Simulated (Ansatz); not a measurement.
```xyz
16

C     1.1879    0.1599    1.4730
C     1.3504   -0.2112   -0.0005
C    -0.0440   -0.2561   -3.1101
C    -1.7715    1.0411   -0.4718
Al   -0.1588    0.1917   -1.2024
H     1.0115    1.2399    1.6063
H     0.3275   -0.3537    1.9323
H     2.0739   -0.0966    2.0781
H     2.2484    0.2799   -0.4243
H     1.5736   -1.2914   -0.1030
H    -0.1904    0.6417   -3.7364
H     0.9150   -0.7129   -3.4017
H    -0.8475   -0.9572   -3.3980
H    -2.5584    1.2228   -1.2206
H    -1.5267    2.0108   -0.0031
H    -2.2114    0.4239    0.3316
```

Geometry: PBE0-D3(BJ)/def2-SVP.

Computed with Ansatz 0.2.0, isolated molecule in a Gaussian basis; Kohn-Sham density functional theory, functional PBE0.

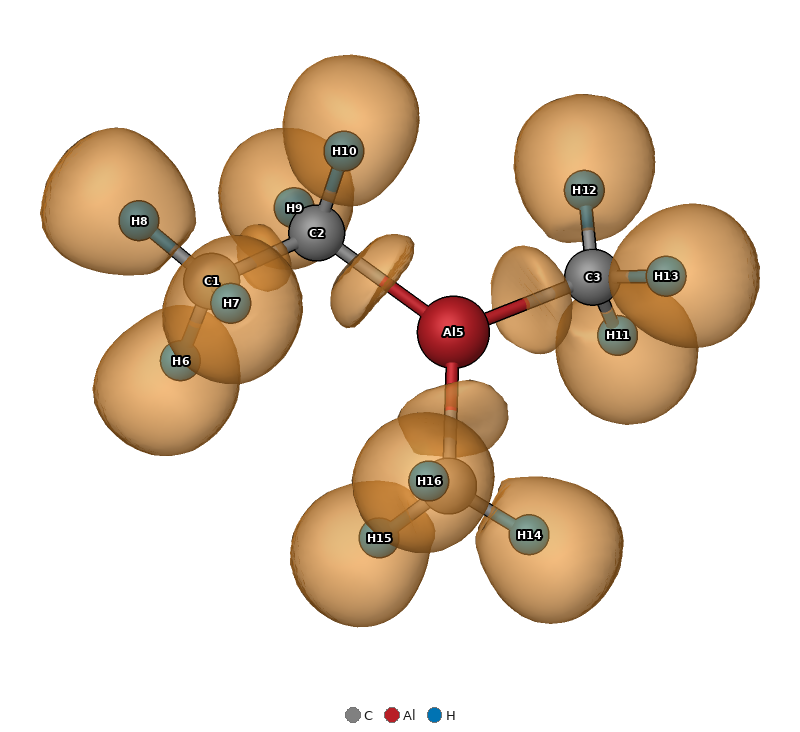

C4H11Al (SMILES C[CH2][Al]([CH3])[CH3]). Isosurface of the electron localisation function at 0.85 (orange), seen at a tilt. Only the valence region is drawn (cores and ρ < 0.01 e/Å³ removed).

> Identify the bonds, lone pairs and shells in this picture.

The ELF exceeds this value in three regions between bonded Al–C atoms (shared pairs), one region between bonded C–C atoms (shared pairs) and eleven regions around hydrogen nuclei.

Values along the shortest contacts:
C–C (1.53 Å): the ELF peaks at about 0.95 between the atoms (localised, covalent bonding). C–Al (1.96 Å): the ELF peaks at about 0.95 in the valence shell of C, 0.7 Å from its nucleus, and is about 0.85 at the midpoint.
